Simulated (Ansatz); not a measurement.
# Pt: a line through a two-coordinate scan, part 2 of 2

Aim: follow the energy of Pt (P6_3/mmc, No. 194; 2 atoms in the cell) along one coordinate, equal normal strain along x, y and z, with the other held at amplitude of mode 1 (19i cm⁻¹) = −0.143 Å.

Ansatz 0.2.0; DFT LDA, scalar-relativistic, plane waves, PAW.

## 7. Point (−0.143 Å, 0.83 %)

The input, input.yaml:

```yaml
crystal:
  lattice:
    - [2.7306720819, 0.0, 0.0]
    - [-1.3653360409, 2.3648313923, 0.0]
    - [0.0, 0.0, 4.7162198951]
  atoms:
    - { symbol: Pt, position: [0.6138639516, 0.3333333333, 0.75] }
    - { symbol: Pt, position: [0.3861360484, 0.6666666667, 0.25] }
basis:
  ecutwfc: 420
kpoints:
  mp_grid: { grid: [18, 18, 10] }
hamiltonian:
  xc: lda
scf:
  occupations: { method: gaussian, width: 0.15 }
output:
  forces: true
  stress: true
  eigenvalues: true
```

Run with:

```bash
> ansatz run input.yaml --threads 1 --pin off --max-ram 2048MiB --backend cpu --events-out ev --progress --plain --runs-dir out
```

What it wrote:

```text
[... 28 lines left out ...]
SCF 1 converged in 6 iterations: F = -24489.853097 eV  dr2 = 4.42e-9
SCF converged after 6 iterations
Free energy (F): -24489.853097 eV
Harris-Foulkes:  -24489.853097 eV  (|F-HF|=9.35e-10)
Internal energy: -24489.820442 eV  (E = F + TS)
E sigma→0 (E₀):  -24489.836770 eV
Entropy (-TS):   -0.032655 eV (-16.327 meV/atom)
Fermi energy:    22.712919 eV
--- Per-component energies (eV) ---
  E_band       = -280.323668
  E_kinetic    = 1276.772734
  E_local      = -2972.196898  (includes V_loc(G=0)·N_el)
  E_nonlocal   = 413.787546
  E_hartree    = 1098.332200
  E_xc         = -520.926245
  E_vxc        = -605.671015  (∫ρ·V_xc dr)
  E_paw        = -18355.255819  (= ΣΔE_a)
  E_vpaw       = -589.678727  (= ΣTr[D̂ρ^β])
  E_aug_tail   = 0.000334  (compensation charges beyond the density's cutoff)
  E_ewald      = -5431.262032
  E_core_change = 0.927739  (= ΣΔE_core)
  E_smearing   = -0.032655  (= −TS)
  E_closure    = 0.000000  (closes the sum)
  Σ components = -24489.853097   (vs F -24489.853097, Δ=0.00e0)
--- Forces (eV/Å), atoms counted from 1 ---
  atom   1  Pt     0.01576210    -0.22237607     0.00000000
  atom   2  Pt    -0.01576210     0.22237607     0.00000000
  max |Σ_I F_I| component: 3.47e-18 eV/Å
--- Stress (GPa, compression-positive) ---
       -6.253531      -0.505452       0.000000
       -0.505453      -8.069308       0.000000
        0.000000       0.000000      -4.063356
  P = ⅓ Tr σ = -6.1287 GPa (-61.287 kbar)
--- Band table (eV; the first three rows and the last of 984) ---
  k-point 0: bands = ["-75.8694", "-75.8431", "-30.1145", "-29.8748", "-29.8001", "-29.7724", "-29.7624", "-29.6955", "12.5451", "15.2715", "18.2486", "18.9866", "19.2153", "19.3800", "19.6614", "20.2659", "21.4526", "21.8361", "21.8369", "22.9053", "27.7225", "37.6998"]
  k-point 1: bands = ["-75.8687", "-75.8438", "-30.1047", "-29.8733", "-29.8018", "-29.7725", "-29.7625", "-29.7053", "12.6355", "15.2597", "18.2367", "18.9842", "19.1922", "19.3499", "19.6329", "20.3352", "21.4038", "21.5216", "21.8588", "22.8453", "28.2903", "37.5159"]
  k-point 2: bands = ["-75.8669", "-75.8456", "-30.0763", "-29.8694", "-29.8065", "-29.7733", "-29.7631", "-29.7328", "12.8992", "15.2093", "18.2089", "18.9877", "19.1362", "19.2719", "19.5536", "20.3815", "20.6878", "21.6166", "21.9139", "22.6706", "29.6553", "37.2048"]
  k-point 983: bands = ["-75.8285", "-75.8285", "-30.2887", "-30.2887", "-29.8828", "-29.8828", "-29.8150", "-29.8150", "15.6659", "15.6659", "17.0503", "17.0503", "20.8557", "20.8557", "22.6367", "22.6367", "23.1255", "23.1255", "23.6518", "23.6518", "29.7734", "29.7734"]
```

Wall time 20 s (1 thread of AMD EPYC 7R43 (Zen 3), shared host); peak memory 0.78 GiB.

On the map this point reads 13 meV.

## 8. The run at (−0.143 Å, 1.67 %)

Changes to input.yaml since step 7:

```diff
@@ -2,5 +2,5 @@
   lattice:
-    - [2.7306720819, 0.0, 0.0]
-    - [-1.3653360409, 2.3648313923, 0.0]
-    - [0.0, 0.0, 4.7162198951]
+    - [2.7534209121, 0.0, 0.0]
+    - [-1.376710456, 2.3845324572, 0.0]
+    - [0.0, 0.0, 4.7555100341]
   atoms:
```

Run with:

```bash
> ansatz run input.yaml --threads 1 --pin off --max-ram 2048MiB --backend cpu --events-out ev --progress --plain --runs-dir out
```

What it wrote:

```text
Warning: RAYON_NUM_THREADS=1 ignored (pool sized by the plan → 1); use --threads N
[... 6 set-up lines as earlier in the session ...]
Crystal: 2 atoms, lattice volume = 31.223 Å³
Basis set: ecut = 420 eV, 597 PW (Γ)
Bands: 22, of which v1, the nominal top of the filled ones, is band 18 counted from 1 (17 counted from 0)
[... 2 set-up lines as earlier in the session ...]
k-points: 984 of 3240
[... 7 set-up lines as earlier in the session ...]
SCF iter   1: F=—  HF=-24489.810207 eV  |F-HF|=—  |Δ(HF+E_count)|=         —  Δρ=9.47e-3  dr2=1.22e-2  ethr=1.77e-3  ⟨swp⟩=4.9  Hψ=81951  notcnv=0
preconditioner: auto → Kerker (q_TF=auto, 2.794 Å⁻¹)  [metal: Δε(μ)=0.002 eV  Ē_g=9.102 eV  σ=0.150 eV  W_gap=0.01  n_scr=10 (ndim 8)  ℏωp=29.7 eV  f_vac=0.000  D(μ)=2.97/eV (n_scr^D=36)]
SCF iter   2: F=—  HF=-24489.809211 eV  |F-HF|=—  |Δ(HF+E_count)|=   9.97e-4  Δρ=4.75e-3  dr2=2.97e-3  ethr=3.38e-5  ⟨swp⟩=2.2  Hψ=35976  notcnv=0
SCF iter   3: F=—  HF=-24489.808478 eV  |F-HF|=—  |Δ(HF+E_count)|=   7.33e-4  Δρ=5.22e-4  dr2=3.69e-5  ethr=8.24e-6  ⟨swp⟩=2.1  Hψ=30100  notcnv=0
SCF iter   4: F=—  HF=-24489.808478 eV  |F-HF|=—  |Δ(HF+E_count)|=   3.11e-7  Δρ=8.44e-5  dr2=1.73e-6  ethr=1.02e-7  ⟨swp⟩=2.5  Hψ=37506  notcnv=0
iter 5 did not close the SCF: its close was put off for the readings that it lacked (scf_convergence_deferred on its scf_iter line)
SCF iter   5: F=-24489.808477 eV  HF=-24489.808477 eV  |F-HF|=2.91e-8  |Δ(HF+E_count)|=   2.23e-7  Δρ=2.01e-5  dr2=8.04e-8  ethr=4.81e-9  ⟨swp⟩=1.7  Hψ=29476  notcnv=0
SCF iter   6: F=-24489.808477 eV  HF=-24489.808477 eV  |F-HF|=1.01e-9  |Δ(HF+E_count)|=   1.71e-8  Δρ=4.86e-6  dr2=4.46e-9  ethr=2.23e-10  ⟨swp⟩=2.2  Hψ=76610  notcnv=0
SCF 1 converged in 6 iterations: F = -24489.808477 eV  dr2 = 4.46e-9
SCF converged after 6 iterations
Free energy (F): -24489.808477 eV
Harris-Foulkes:  -24489.808477 eV  (|F-HF|=1.01e-9)
Internal energy: -24489.774252 eV  (E = F + TS)
E sigma→0 (E₀):  -24489.791365 eV
Entropy (-TS):   -0.034226 eV (-17.113 meV/atom)
Fermi energy:    21.957883 eV
--- Per-component energies (eV) ---
  E_band       = -303.318948
  E_kinetic    = 1274.843668
  E_local      = -3037.601851  (includes V_loc(G=0)·N_el)
  E_nonlocal   = 413.806988
  E_hartree    = 1119.818814
  E_xc         = -520.090607
  E_vxc        = -604.582390  (∫ρ·V_xc dr)
  E_paw        = -18355.090532  (= ΣΔE_a)
  E_vpaw       = -589.421203  (= ΣTr[D̂ρ^β])
  E_aug_tail   = 0.000344  (compensation charges beyond the density's cutoff)
  E_ewald      = -5386.388814
  E_core_change = 0.927739  (= ΣΔE_core)
  E_smearing   = -0.034226  (= −TS)
  E_closure    = 0.000000  (closes the sum)
  Σ components = -24489.808477   (vs F -24489.808477, Δ=0.00e0)
--- Forces (eV/Å), atoms counted from 1 ---
  atom   1  Pt    -0.01096933    -0.19977031     0.00000000
  atom   2  Pt     0.01096933     0.19977031     0.00000000
  max |Σ_I F_I| component: 0.00e0 eV/Å
--- Stress (GPa, compression-positive) ---
      -12.624718      -0.246854       0.000000
       -0.246855     -14.373207       0.000000
        0.000000       0.000000      -9.986158
  P = ⅓ Tr σ = -12.3280 GPa (-123.280 kbar)
--- Band table (eV; the first three rows and the last of 984) ---
  k-point 0: bands = ["-76.5369", "-76.5138", "-30.7571", "-30.5505", "-30.4822", "-30.4529", "-30.4437", "-30.3760", "12.0611", "14.7662", "17.6678", "18.3792", "18.5986", "18.7570", "19.0262", "19.6085", "20.7514", "21.1193", "21.1924", "22.1406", "26.7970", "36.9857"]
  k-point 1: bands = ["-76.5364", "-76.5144", "-30.7482", "-30.5491", "-30.4837", "-30.4529", "-30.4439", "-30.3850", "12.1492", "14.7533", "17.6565", "18.3769", "18.5765", "18.7283", "18.9990", "19.6747", "20.7375", "20.8391", "21.1407", "22.0831", "27.3662", "36.8020"]
  k-point 2: bands = ["-76.5347", "-76.5160", "-30.7224", "-30.5454", "-30.4880", "-30.4535", "-30.4444", "-30.4102", "12.4067", "14.6996", "17.6300", "18.3803", "18.5231", "18.6536", "18.9231", "19.7279", "20.0338", "20.9088", "21.1927", "21.9158", "28.7256", "36.4806"]
  k-point 983: bands = ["-76.5008", "-76.5008", "-30.9265", "-30.9265", "-30.5540", "-30.5540", "-30.4860", "-30.4860", "15.1690", "15.1690", "16.5157", "16.5157", "20.1813", "20.1813", "21.9104", "21.9104", "22.3493", "22.3493", "22.9238", "22.9238", "28.8028", "28.8028"]
```

It took 21 s on 1 thread of AMD EPYC 7R43 (Zen 3), shared host; peak memory 0.77 GiB.

That is 58 meV from the zero.

## 9. Grid point (−0.143 Å, 2.50 %)

Changes to input.yaml since step 8:

```diff
@@ -2,5 +2,5 @@
   lattice:
-    - [2.7534209121, 0.0, 0.0]
-    - [-1.376710456, 2.3845324572, 0.0]
-    - [0.0, 0.0, 4.7555100341]
+    - [2.7758989228, 0.0, 0.0]
+    - [-1.3879494614, 2.4039989855, 0.0]
+    - [0.0, 0.0, 4.7943324333]
   atoms:
```

Run with:

```bash
> ansatz run input.yaml --threads 1 --pin off --max-ram 2048MiB --backend cpu --events-out ev --progress --plain --runs-dir out
```

What it wrote:

```text
[... 28 lines left out ...]
SCF 1 converged in 6 iterations: F = -24489.736128 eV  dr2 = 4.68e-9
SCF converged after 6 iterations
Free energy (F): -24489.736128 eV
Harris-Foulkes:  -24489.736128 eV  (|F-HF|=1.12e-9)
Internal energy: -24489.700285 eV  (E = F + TS)
E sigma→0 (E₀):  -24489.718206 eV
Entropy (-TS):   -0.035843 eV (-17.922 meV/atom)
Fermi energy:    21.236552 eV
--- Per-component energies (eV) ---
  E_band       = -325.314485
  E_kinetic    = 1273.086311
  E_local      = -3101.593362  (includes V_loc(G=0)·N_el)
  E_nonlocal   = 413.858681
  E_hartree    = 1141.044019
  E_xc         = -519.298288
  E_vxc        = -603.550020  (∫ρ·V_xc dr)
  E_paw        = -18354.953540  (= ΣΔE_a)
  E_vpaw       = -589.202266  (= ΣTr[D̂ρ^β])
  E_aug_tail   = 0.000357  (compensation charges beyond the density's cutoff)
  E_ewald      = -5342.772202
  E_core_change = 0.927739  (= ΣΔE_core)
  E_smearing   = -0.035843  (= −TS)
  E_closure    = 0.000000  (closes the sum)
  Σ components = -24489.736128   (vs F -24489.736128, Δ=0.00e0)
--- Forces (eV/Å), atoms counted from 1 ---
  atom   1  Pt    -0.03483924    -0.17898235     0.00000000
  atom   2  Pt     0.03483924     0.17898235    -0.00000000
  max |Σ_I F_I| component: 2.78e-17 eV/Å
--- Stress (GPa, compression-positive) ---
      -18.038709      -0.020693      -0.000000
       -0.020694     -19.722799      -0.000000
       -0.000000      -0.000000     -15.025314
  P = ⅓ Tr σ = -17.5956 GPa (-175.956 kbar)
--- Band table (eV; the first three rows and the last of 984) ---
  k-point 0: bands = ["-77.1750", "-77.1545", "-31.3729", "-31.1958", "-31.1333", "-31.1027", "-31.0943", "-31.0260", "11.5999", "14.2827", "17.1111", "17.7973", "18.0079", "18.1603", "18.4180", "18.9792", "20.0806", "20.4338", "20.5784", "21.4102", "25.9141", "36.2977"]
  k-point 1: bands = ["-77.1745", "-77.1550", "-31.3648", "-31.1945", "-31.1346", "-31.1027", "-31.0944", "-31.0341", "11.6860", "14.2688", "17.1004", "17.7951", "17.9868", "18.1328", "18.3920", "19.0427", "20.0868", "20.2018", "20.4541", "21.3551", "26.4849", "36.1139"]
  k-point 2: bands = ["-77.1730", "-77.1565", "-31.3413", "-31.1911", "-31.1385", "-31.1030", "-31.0949", "-31.0573", "11.9375", "14.2121", "17.0752", "17.7984", "17.9357", "18.0613", "18.3194", "19.1023", "19.4099", "20.2320", "20.5033", "21.1946", "27.8389", "35.7810"]
  k-point 983: bands = ["-77.1430", "-77.1430", "-31.5377", "-31.5377", "-31.1953", "-31.1953", "-31.1273", "-31.1273", "14.6926", "14.6926", "16.0029", "16.0029", "19.5357", "19.5357", "21.2132", "21.2132", "21.6081", "21.6081", "22.2340", "22.2340", "27.8761", "27.8761"]
```

Run time: 24 s. Hardware: 1 thread of AMD EPYC 7R43 (Zen 3), shared host; peak memory 0.8 GiB.

On the map this point reads 130 meV.

## 10. What came out

What follows sums up all 2 parts.

```
equal normal strain along x, y and z (%)  step  energy (meV)  slope (meV per %)  pressure (GPa)  largest force on an atom (eV/Å)
                                   −2.50     3           191               −155            29.3                            0.361
                                   −1.67     4            86               −100            18.6                            0.320
                                   −0.83     5            23                −50             9.1                            0.282
                                    0.00     6           0.5                 −5             1.0                            0.250
                                    0.83     7            13                 35            −6.1                            0.223
                                    1.67     8            58                 71           −12.3                            0.200
                                    2.50     9           130                103           −17.6                            0.182
```

Energies count from the relaxed high-symmetry cell. Slopes come from the forces (and the stress, where the cell changes), not from differences of energies.

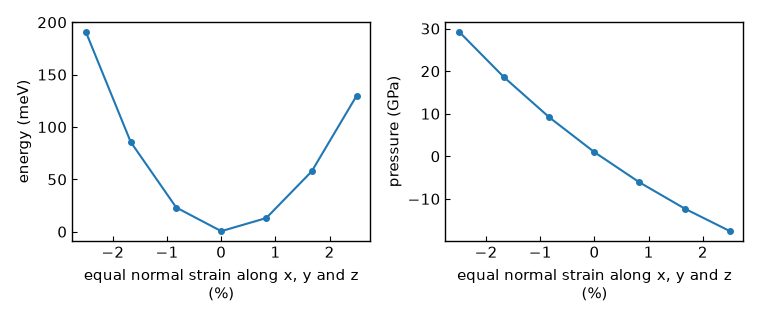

Energy and pressure along the line.

**Reading.** Along the line the energy is lowest at 0.00 %, 0.5 meV from the zero. Energies and slopes round the minimum, fitted together, put the minimum at 0.104 %, with a curvature of about 50 meV per %². The well is lopsided: two grid steps out, the energy rises by 85 meV towards smaller values and 57 meV towards larger ones. The highest point computed, at −2.50 %, lies 190 meV above the lowest. This is one cut through a surface in two coordinates; the map's lowest point lies off it. The reference is no minimum along the unstable mode, and wells on the map were not tested along the other modes. Spin-orbit coupling is left out for Pt.
